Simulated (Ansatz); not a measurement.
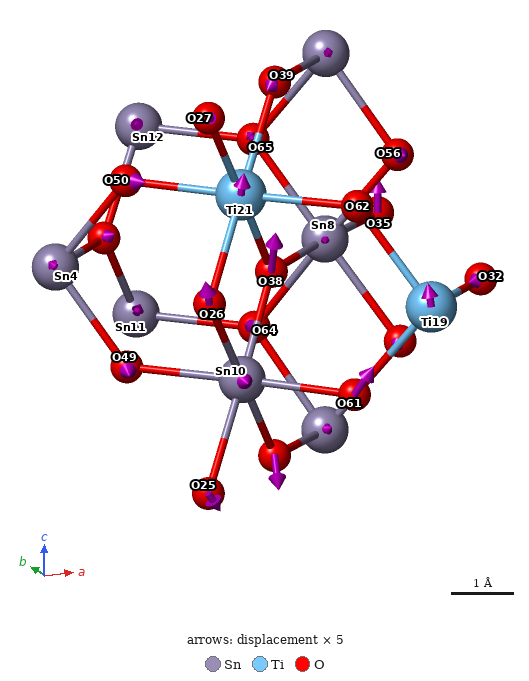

This is a relaxation of a crystal of Sn17Ti7O48 (a generated structure, set up in P1). The starting structure is drawn; purple arrows show the displacements (the part carried along by the change of the cell is left out), magnified 5 times.

Style: ball-and-stick. Shown: the atoms within 4.2 Å of the atom that moves most (axes of the cell of the calculation), slightly off an axis.

Theory: DFT, PBEsol, PAW, plane waves (Ansatz 0.2.0). Settings: plane-wave cutoff 420 eV; k-point mesh 1 × 1 × 1; mesh shifted by (0.25, 0.25, 0.25); no spin polarisation; cell relaxed at fixed alpha, beta, gamma; force threshold 0.03 eV/Å; at most 80 steps.

**What happened in the run?**

The energy falls by 44.3 meV per atom in 10 geometry steps. Largest force component: 2.5 eV/Å at the start, 0.0049 eV/Å at the end. The pressure goes from 2.56 to 0.00 GPa. An O atom moves most relative to the cell: 0.15 Å along [0 −1 3]. Largest moves by element: O 0.15 Å, Ti 0.11 Å, Sn 0.10 Å. The volume changes by +0.6 %, with a 9.428 → 9.443 Å (+0.2 %), b 9.428 → 9.436 Å (+0.1 %), c 9.382 → 9.417 Å (+0.4 %). Among the contacts that change: O–Sn 1.959 → 2.084 Å, O–Ti 2.042 → 1.944 Å, O–Sn 2.043 → 2.124 Å, O–Sn 1.994 → 2.067 Å. Bond angles that change, for instance: Sn–O–Sn 131.4° → 125.0°, O–Sn–O 79.5° → 74.1°, O–Sn–O 99.9° → 104.9°. The space group stays P1 (No. 1).
